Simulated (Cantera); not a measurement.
A closed system holds: 1 mol SiCl4, 0.81 mol Cl2, a varied amount of H2, 0.81 mol HCl, held at 1198 K and 0.390 bar.

Method: chemical equilibrium by Gibbs-energy minimisation in Cantera with the NASA 1993 tables (ideal gas, pure condensed phases). Candidate condensed phases: Si; 19 gas species. The tables' values for SiCl3 are old estimates; treat these amounts as uncertain. Rates play no part.

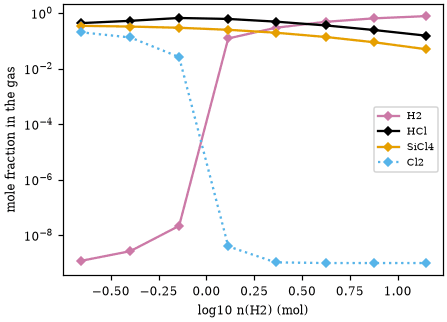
Figure. Equilibrium gas composition (values under 1e-9 drawn at 1e-9)

From 0.22 mol H2 to 14 mol H2 nothing is condensed. The main Si-bearing gas is SiCl4 throughout.
